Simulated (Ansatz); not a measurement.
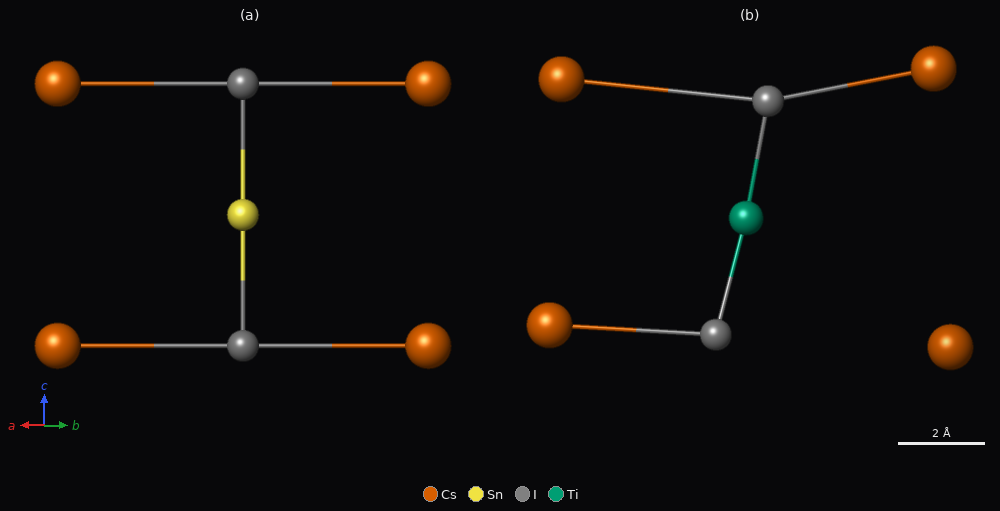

Left: perfect CsSnI$_{3}$. Right: the same region with one point defect, after relaxing the atoms in a supercell of 40 sites. Style: ball-and-stick. Shown: the atoms within 5.4 Å of one point, in a slice 4.2 Å thick across the line of sight, along [110].

The calculation used DFT, PBEsol, PAW, plane waves in Ansatz 0.2.0. Settings: plane-wave cutoff 420 eV; k-point mesh 1 × 1 × 1; mesh shifted by (0.25, 0.25, 0.25); no spin polarisation. Fermi-Dirac smearing of 0.01 eV. The axes drawn are those of the host's conventional cell.

### Which defect is it?

A tin atom is replaced by titanium.

The charge state of the cell is 0.

### What does the relaxation do around it?

In the host the Sn atom has 6 I at 3.08 Å; the Ti atom ends with 6 I at 2.74 to 3.24 Å. Of the host's atoms, an iodine atom moves furthest from its site, by 0.83 Å. The Ti atom itself moves 0.11 Å from where it was put.
